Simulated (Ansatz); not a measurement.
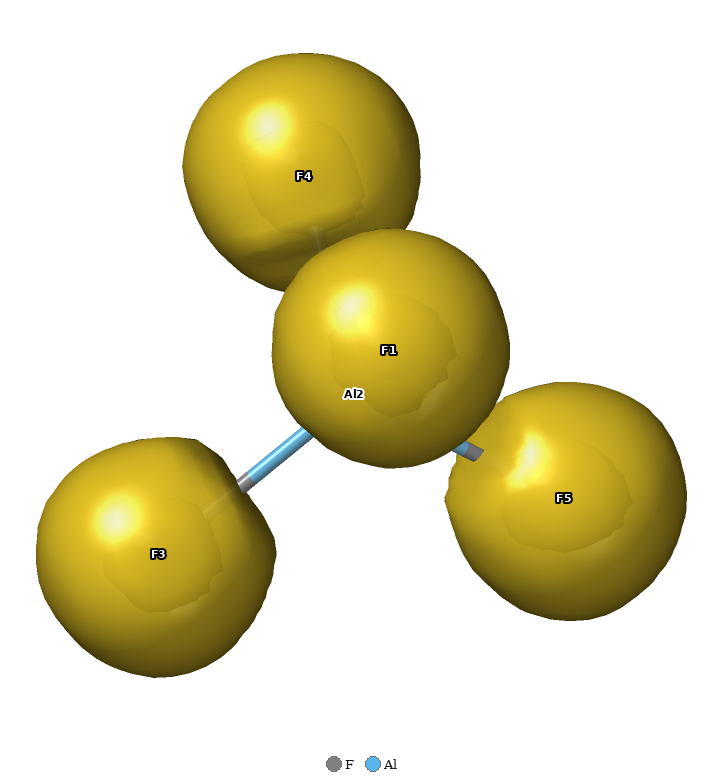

AlF4 (charge −1). Isosurface of the electron localisation function at 0.75 (yellow), seen at an oblique angle. Core shells and regions of very low density are left out.

Geometry: PBE0-D4/def2-TZVPD.

Method: RKS PBE0-D4/def2-TZVPPD in Ansatz 0.2.0.

Input file:

```
crystal:
  periodic: [false, false, false]
  atoms:
    - {symbol: F, position_ang: [-0.156897, -0.539956, 1.523280]}
    - {symbol: Al, position_ang: [0.299466, -0.710412, -0.093890]}
    - {symbol: F, position_ang: [0.879001, -2.275428, -0.353569]}
    - {symbol: F, position_ang: [-1.037262, -0.433009, -1.088258]}
    - {symbol: F, position_ang: [1.513029, 0.406710, -0.457021]}
basis:
  gaussian: {orbitals: "def2-TZVPPD.json"}
total_charge: -1
hamiltonian: {xc: pbe0, dispersion: d4}
output: {orbitals: {seedname: orbitals}}
```

Command:

```sh
ansatz run in.yaml --threads 2 --pin off --events-out ev --progress --plain --max-ram 4352MiB
```

### Describe the localisation domains.

The surface consists of four regions wrapped around F (the valence shell of each). Along the contacts the grid gives the following. Al–F (1.69 Å): the ELF peaks at about 0.85 in the valence shell of F, 0.5 Å from its nucleus, and is about 0.40 at the midpoint.
